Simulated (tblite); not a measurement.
**Run report: C2H6F3GaS, geometry relaxation (part 4 of 4)**

C2H6F3GaS; GFN2-xTB geometry optimisation, gas phase (tblite 0.8.0). It belongs to a series of runs on one base structure; here: H on Ga replaced by F.

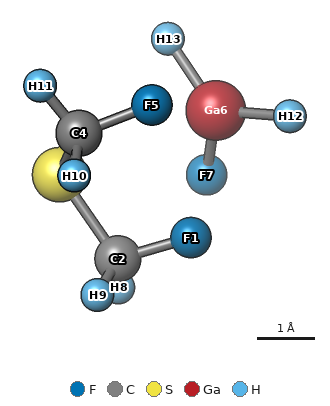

*The geometry at step 133 of the log (ball-and-stick view, seen at a tilt; atoms are numbered from 1 in the order of the input).*

### Trajectory as extended XYZ, continued
```
13
Properties=species:S:1:pos:R:3:forces:R:3 step=121 energy=-708.96084
F     0.9988   -0.9081    0.6951   -0.0060   0.0100  -0.0360
C     0.3388   -1.5671   -0.3148   -0.0020   0.0050   0.0170
S    -0.8050   -0.4284   -1.1357    0.0060  -0.0170  -0.0050
C    -1.7193    0.1108    0.3269   -0.0130   0.0080   0.0210
F    -0.9297    0.9602    1.0732    0.0010   0.0080   0.0220
Ga    1.2893    1.4969   -0.0647   -0.0050  -0.0140   0.0030
F     2.3103    0.5490   -1.1399   -0.0120   0.0090   0.0030
H     1.0748   -1.8816   -1.0585   -0.0060  -0.0170   0.0360
H    -0.1999   -2.4048    0.1367    0.0060  -0.0120  -0.0300
H    -1.9878   -0.7385    0.9601    0.0180  -0.0100   0.0070
H    -2.5988    0.6700    0.0032    0.0060   0.0130  -0.0380
H     1.8040    1.6572    1.3627    0.0080   0.0000  -0.0150
H     0.4202    2.4850   -0.8621   -0.0030   0.0160   0.0140
13
Properties=species:S:1:pos:R:3:forces:R:3 step=123 energy=-708.96141
F     1.0051   -0.9101    0.6883   -0.0160   0.0040  -0.0290
C     0.3372   -1.5727   -0.3143    0.0230   0.0010   0.0220
S    -0.8045   -0.4333   -1.1358    0.0090  -0.0030  -0.0090
C    -1.7195    0.1102    0.3250    0.0020   0.0460   0.0280
F    -0.9309    0.9627    1.0722   -0.0110  -0.0360  -0.0040
Ga    1.2905    1.5025   -0.0642   -0.0210  -0.0060   0.0190
F     2.3121    0.5631   -1.1422   -0.0050  -0.0060  -0.0130
H     1.0703   -1.8986   -1.0560   -0.0130   0.0030   0.0200
H    -0.2030   -2.4064    0.1423   -0.0020  -0.0080  -0.0080
H    -1.9912   -0.7371    0.9594    0.0220  -0.0040   0.0100
H    -2.5965    0.6716   -0.0025    0.0080   0.0010  -0.0340
H     1.8095    1.6543    1.3627    0.0030   0.0010  -0.0150
H     0.4164    2.4944   -0.8525    0.0010   0.0070   0.0140
13
Properties=species:S:1:pos:R:3:forces:R:3 step=125 energy=-708.96183
F     1.0089   -0.9073    0.6810   -0.0060  -0.0020  -0.0020
C     0.3353   -1.5757   -0.3128    0.0120  -0.0090   0.0050
S    -0.8039   -0.4371   -1.1381    0.0020   0.0060   0.0080
C    -1.7191    0.1108    0.3232    0.0120   0.0110  -0.0010
F    -0.9297    0.9603    1.0716   -0.0120  -0.0240  -0.0080
Ga    1.2906    1.5046   -0.0620   -0.0130  -0.0010   0.0150
F     2.3148    0.5759   -1.1467   -0.0120  -0.0090  -0.0120
H     1.0643   -1.9127   -1.0529   -0.0020   0.0100   0.0010
H    -0.2070   -2.4048    0.1499   -0.0030   0.0020   0.0070
H    -1.9908   -0.7371    0.9577    0.0060   0.0140  -0.0050
H    -2.5937    0.6728   -0.0107    0.0150  -0.0030  -0.0050
H     1.8160    1.6525    1.3628    0.0000   0.0010  -0.0100
H     0.4100    2.4982   -0.8407    0.0010   0.0050   0.0080
13
Properties=species:S:1:pos:R:3:forces:R:3 step=128 energy=-708.96200
F     1.0095   -0.9063    0.6806    0.0050   0.0000   0.0080
C     0.3352   -1.5762   -0.3112   -0.0040  -0.0010  -0.0040
S    -0.8030   -0.4370   -1.1384    0.0150  -0.0060  -0.0010
C    -1.7181    0.1108    0.3220   -0.0040  -0.0150  -0.0050
F    -0.9263    0.9503    1.0765    0.0040   0.0140   0.0050
Ga    1.2875    1.5030   -0.0611    0.0000   0.0050  -0.0020
F     2.3150    0.5801   -1.1492   -0.0210  -0.0080  -0.0040
H     1.0631   -1.9139   -1.0516    0.0040   0.0000  -0.0010
H    -0.2083   -2.4035    0.1537    0.0010   0.0020   0.0010
H    -1.9958   -0.7381    0.9525   -0.0060   0.0060  -0.0070
H    -2.5882    0.6786   -0.0134    0.0080   0.0020   0.0020
H     1.8186    1.6551    1.3607   -0.0010  -0.0020  -0.0030
H     0.4063    2.4977   -0.8388   -0.0010   0.0010   0.0110
13
Properties=species:S:1:pos:R:3:forces:R:3 step=130 energy=-708.96216
F     1.0105   -0.9072    0.6819    0.0060  -0.0020   0.0080
C     0.3364   -1.5773   -0.3102   -0.0020   0.0060   0.0070
S    -0.8008   -0.4375   -1.1370    0.0150  -0.0020  -0.0140
C    -1.7183    0.1108    0.3209   -0.0080   0.0010   0.0060
F    -0.9262    0.9437    1.0828    0.0160   0.0140  -0.0010
Ga    1.2851    1.5017   -0.0605    0.0020   0.0080  -0.0120
F     2.3112    0.5803   -1.1514   -0.0210  -0.0090  -0.0040
H     1.0649   -1.9137   -1.0505    0.0040  -0.0050  -0.0020
H    -0.2068   -2.4047    0.1549    0.0020   0.0010  -0.0020
H    -2.0054   -0.7370    0.9477   -0.0060  -0.0090  -0.0010
H    -2.5825    0.6858   -0.0167   -0.0010   0.0020  -0.0050
H     1.8251    1.6585    1.3566   -0.0030  -0.0050   0.0060
H     0.4025    2.4969   -0.8362   -0.0040  -0.0010   0.0130
13
Properties=species:S:1:pos:R:3:forces:R:3 step=133 energy=-708.96245
F     1.0113   -0.9068    0.6833    0.0040  -0.0110   0.0130
C     0.3383   -1.5792   -0.3084    0.0080   0.0160   0.0120
S    -0.7966   -0.4399   -1.1374   -0.0120   0.0170   0.0020
C    -1.7180    0.1116    0.3185    0.0160   0.0180  -0.0060
F    -0.9267    0.9422    1.0851    0.0180  -0.0090  -0.0120
Ga    1.2844    1.5030   -0.0592    0.0040  -0.0120  -0.0070
F     2.2987    0.5774   -1.1574   -0.0120  -0.0030  -0.0060
H     1.0682   -1.9166   -1.0469    0.0030  -0.0050  -0.0060
H    -0.2059   -2.4058    0.1561    0.0020  -0.0020   0.0080
H    -2.0132   -0.7346    0.9434    0.0000  -0.0140   0.0030
H    -2.5766    0.6920   -0.0231   -0.0140  -0.0010  -0.0120
H     1.8360    1.6595    1.3529   -0.0020  -0.0070   0.0140
H     0.3957    2.4976   -0.8247   -0.0130   0.0140  -0.0030
13
Properties=species:S:1:pos:R:3:forces:R:3 step=135 energy=-708.96278
F     1.0125   -0.9081    0.6864    0.0030  -0.0140   0.0100
C     0.3397   -1.5803   -0.3053    0.0030   0.0200  -0.0040
S    -0.7902   -0.4387   -1.1395   -0.0160   0.0080   0.0190
C    -1.7150    0.1126    0.3152    0.0230   0.0020  -0.0160
F    -0.9228    0.9406    1.0837    0.0030  -0.0100  -0.0020
Ga    1.2819    1.5054   -0.0595    0.0050  -0.0230   0.0020
F     2.2840    0.5761   -1.1654   -0.0010   0.0040  -0.0070
H     1.0701   -1.9221   -1.0416   -0.0020  -0.0010   0.0000
H    -0.2095   -2.4038    0.1589    0.0060  -0.0010   0.0100
H    -2.0124   -0.7349    0.9381    0.0020   0.0010  -0.0020
H    -2.5718    0.6944   -0.0281   -0.0140   0.0020  -0.0070
H     1.8395    1.6535    1.3512    0.0010  -0.0060   0.0120
H     0.3895    2.5057   -0.8119   -0.0130   0.0190  -0.0140
13
Properties=species:S:1:pos:R:3:forces:R:3 step=137 energy=-708.96298
F     1.0151   -0.9118    0.6898    0.0040  -0.0030   0.0000
C     0.3408   -1.5806   -0.3028   -0.0020   0.0060  -0.0050
S    -0.7850   -0.4357   -1.1393    0.0020  -0.0080   0.0060
C    -1.7124    0.1137    0.3127    0.0030  -0.0090  -0.0030
F    -0.9199    0.9376    1.0848   -0.0060   0.0040   0.0060
Ga    1.2778    1.5049   -0.0609   -0.0020  -0.0040   0.0000
F     2.2774    0.5787   -1.1709    0.0040   0.0010  -0.0110
H     1.0702   -1.9263   -1.0385   -0.0050   0.0040   0.0050
H    -0.2118   -2.4018    0.1622    0.0050   0.0030   0.0000
H    -2.0120   -0.7351    0.9329   -0.0010   0.0020  -0.0010
H    -2.5690    0.6963   -0.0310   -0.0020   0.0060  -0.0020
H     1.8385    1.6463    1.3494    0.0010  -0.0050   0.0100
H     0.3860    2.5142   -0.8063   -0.0010   0.0030  -0.0060
13
Properties=species:S:1:pos:R:3:forces:R:3 step=140 energy=-708.96306
F     1.0197   -0.9135    0.6895    0.0050   0.0040  -0.0020
C     0.3419   -1.5808   -0.3016    0.0020  -0.0050   0.0080
S    -0.7828   -0.4354   -1.1374    0.0020  -0.0020  -0.0070
C    -1.7127    0.1148    0.3119   -0.0080   0.0020   0.0070
F    -0.9213    0.9359    1.0883   -0.0040   0.0010  -0.0020
Ga    1.2765    1.5033   -0.0615   -0.0040   0.0070  -0.0030
F     2.2784    0.5834   -1.1744    0.0010  -0.0030  -0.0090
H     1.0690   -1.9289   -1.0383    0.0000   0.0050   0.0000
H    -0.2099   -2.4011    0.1658   -0.0040   0.0000  -0.0020
H    -2.0174   -0.7332    0.9302    0.0000  -0.0080   0.0040
H    -2.5671    0.6999   -0.0338    0.0060   0.0050  -0.0020
H     1.8382    1.6422    1.3488   -0.0010  -0.0030   0.0080
H     0.3832    2.5140   -0.8054    0.0050  -0.0040   0.0010
13
Properties=species:S:1:pos:R:3:forces:R:3 step=142 energy=-708.96310
F     1.0238   -0.9135    0.6887    0.0020   0.0030   0.0020
C     0.3431   -1.5816   -0.2999    0.0010  -0.0010   0.0020
S    -0.7810   -0.4365   -1.1364   -0.0020   0.0030  -0.0020
C    -1.7128    0.1157    0.3114   -0.0040   0.0040   0.0000
F    -0.9215    0.9351    1.0896   -0.0020  -0.0040  -0.0030
Ga    1.2761    1.5034   -0.0620   -0.0010   0.0020   0.0000
F     2.2768    0.5868   -1.1795    0.0000  -0.0010  -0.0030
H     1.0684   -1.9313   -1.0374    0.0030   0.0010  -0.0020
H    -0.2091   -2.4004    0.1692   -0.0040  -0.0020   0.0020
H    -2.0213   -0.7317    0.9287    0.0010  -0.0070   0.0040
H    -2.5644    0.7033   -0.0368    0.0030   0.0020  -0.0020
H     1.8366    1.6373    1.3497    0.0000   0.0000   0.0020
H     0.3808    2.5139   -0.8030    0.0040   0.0010   0.0000
```

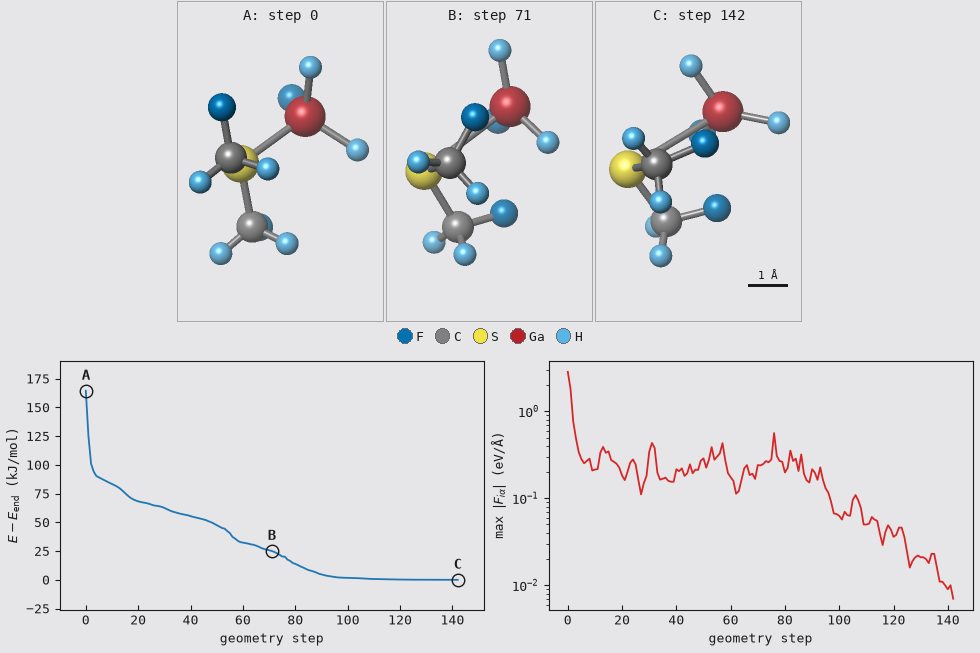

*Frames of the relaxation (ball-and-stick view, seen at a tilt) above the curves, on which the letters mark them (steps are counted from 0).*

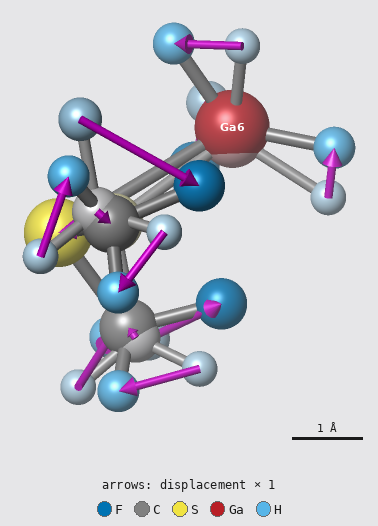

*Start (faint) and end (solid) with the displacements as pink arrows, at true length (ball-and-stick view, seen at a tilt). The two geometries are laid on each other by the best rigid fit.*

The atom that moves furthest after the best rigid fit is F5 (1.99 Å). Largest moves by element: F 1.99 Å, H 1.52 Å, S 0.82 Å, C 0.27 Å, Ga 0.12 Å. Distances before and after: S3–Ga6 2.219 → 3.025 Å, Ga6–H12 1.632 → 1.525 Å, Ga6–H13 1.610 → 1.540 Å, C2–S3 1.755 → 1.810 Å. Bonds break: S3–Ga6 (2.22 → 3.02 Å). Among the angles that change: C4–S3–Ga6 111.8° → 82.5°, C2–S3–Ga6 107.2° → 79.6°, S3–Ga6–F7 107.5° → 80.0°. After 142 geometry steps the energy has fallen by 164.5 kJ/mol. Largest force component: 2.8 eV/Å at the start, 0.007 eV/Å at the end. (Atoms are counted from 1 in the order of the input.)

The run was set up as follows.

### The input
```
{"job": {"kind": "relax", "xc": "GFN2-xTB", "basis": "xTB"}, "charge": 0, "multiplicity": 1}
F      1.604500    -1.896500    -0.769300
C      0.342600    -1.699900    -0.184900
S     -0.228900    -0.099300    -0.623400
C     -1.827700     0.278300     0.059500
F     -2.168400     1.541200    -0.349000
Ga     1.314300     1.352000     0.036300
F      2.539000     1.462000    -1.262300
H     -0.270400    -2.529700    -0.559100
H      0.473900    -1.854400     0.903200
H     -1.735900     0.293700     1.192300
H     -2.618400    -0.449500    -0.201300
H      1.963000     0.827500     1.439300
H      0.608100     2.774900     0.300900
```

The first line tells a small driver script what to run in tblite; the rest is the geometry in Å.

Launched with:
```bash
OMP_NUM_THREADS=1 python <driver script> task.json out
```

### Results in brief

- outcome: converged
- total energy: −708.9631 eV
- hardware: 1 CPU thread, shared host
- wall time: 1.4 s
- peak memory: 0.18 GiB
